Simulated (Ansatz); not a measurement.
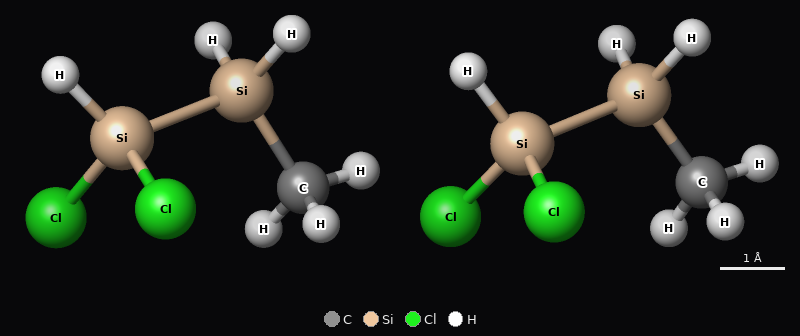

Two geometries of CH6Cl2Si2 (coarse preliminary run), drawn at one scale. One is the start of a relaxation, the other its converged end. Style: ball-and-stick. Shown from a free direction.

The calculation used Ansatz, RKS PBE-D4/def2-SVP. Settings: force threshold 0.03 eV/Å; at most 200 steps.

Which of the two is the end point?

The left one is the relaxed one. The start comes from a force field. After 6 geometry steps the energy has fallen by 10.0 kcal/mol. The largest force component goes from 2.5 to 0.018 eV/Å. The atom that moves furthest after the best rigid fit is a Cl atom (0.20 Å). Largest moves by element: Cl 0.20 Å, H 0.17 Å, C 0.09 Å, Si 0.09 Å. Near-neighbour distances that change, for instance: Cl–Si 1.963 → 2.091 Å, C–Si 1.787 → 1.890 Å, Cl–Si 2.039 → 2.091 Å, C–H 1.158 → 1.108 Å. Among the angles between lasting bonds that change: Si–Si–H 110.6° → 119.1°, Si–Si–Cl 112.7° → 107.0°, Si–C–H 115.3° → 110.0°. The run took about 20 core-seconds on a shared host.
